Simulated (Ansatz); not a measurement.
```
Cs Ag Cl
1.0
     8.39399    0.00000    0.00000
     0.00000   11.71284    0.00000
     0.00000    0.00000    4.05942
Cs Ag Cl
2 6 8
Direct
  0.00000 0.50000 0.00000
  0.50000 0.00000 0.00000
  0.25000 0.25000 0.50000
  0.75000 0.75000 0.50000
  0.25000 0.75000 0.50000
  0.75000 0.25000 0.50000
  0.00000 0.00000 0.00000
  0.50000 0.50000 0.00000
  0.00000 0.76965 0.00000
  0.50000 0.26965 0.00000
  0.29201 0.50000 0.50000
  0.79201 0.00000 0.50000
  0.20799 0.00000 0.50000
  0.70799 0.50000 0.50000
  0.00000 0.23035 0.00000
  0.50000 0.73035 0.00000
```

Space group Cmmm; a structure from a database of computed crystals, not necessarily the ambient phase; started from the CaCd3O4-65 prototype, which need not be the ambient phase.

Computed with DFT, r2SCAN+rVV10, plane waves, PAW (Ansatz).

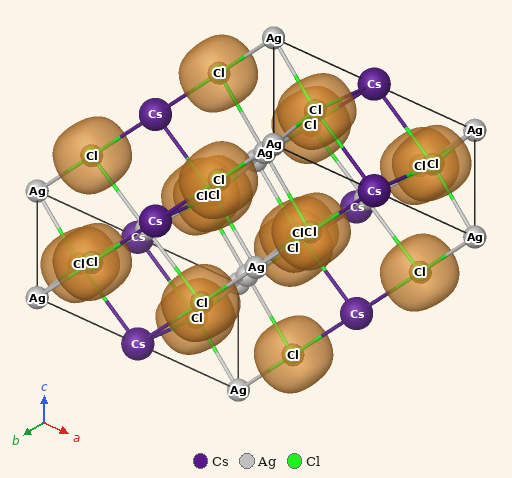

CsAg3Cl4. Isosurface of the electron localisation function at 0.65 (orange), seen at an oblique angle. Only the valence region is drawn (cores and ρ < 0.01 e/Å³ removed). Sticks mark near contacts.

In a PAW calculation such maps are meaningful between the atoms, not at the nuclei.

Question: Identify the bonds, lone pairs and shells in this picture.

Answer: The ELF exceeds this value in eight regions wrapped around Cl (the valence shell of each), counted in one cell of 16 atoms. Regions shared between cells count once. Along the contacts the grid gives the following. Ag–Cl (2.68 Å): the ELF peaks at about 0.90 in the valence shell of Cl, 0.7 Å from its nucleus, and drops to about 0.10 between the two atoms; no localised pair shows between them. Cs–Cl (3.16 Å): the ELF is about 0.10 at the midpoint (a closed-shell, largely ionic contact).
